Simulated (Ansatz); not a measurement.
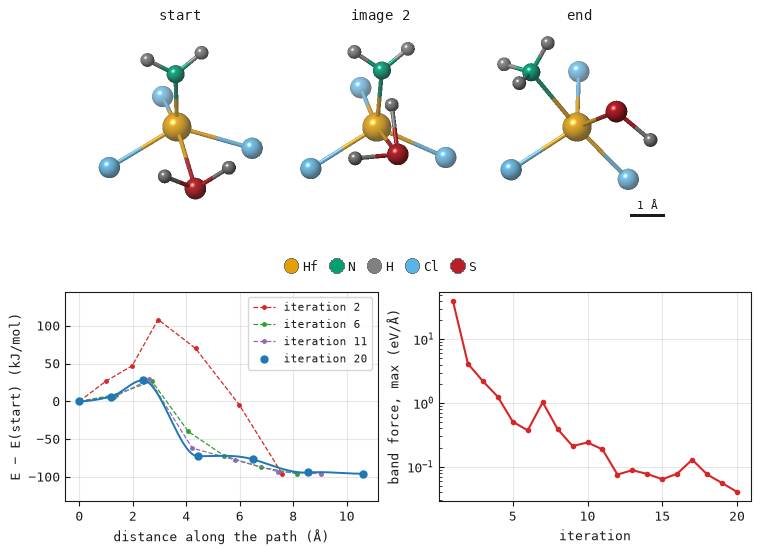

NEB run on HfNH4SCl3. Images are numbered from 0 (start) to 6 (end). The plot follows the band through its iterations. The picture is a ball-and-stick view, seen from a free direction.

Level of theory: Ansatz, RKS PBE/def2-SVP. Settings: 5 movable images; climbing image; force threshold 0.05 eV/Å; iteration limit 60; starting path through a guess of the saddle point.

### How did the profile develop, and is the result final?

The result is final at these settings. The band converged in 20 iterations. The largest component of the band force went from 39 to 0.041 eV/Å. The climbing image converged on the top of the path. Its vibrational analysis gives one imaginary mode (611i cm⁻¹), as a transition state must have. The first iteration put the highest image at 722.6 kJ/mol. The highest point, image 2, lies 27.7 kJ/mol above the start and 123.6 kJ/mol above the end; the end is at −95.8 kJ/mol relative to the start.

The run took 3.8 min on 4 threads of Arm Neoverse V2, with other jobs on the host, peak memory 0.23 GiB.
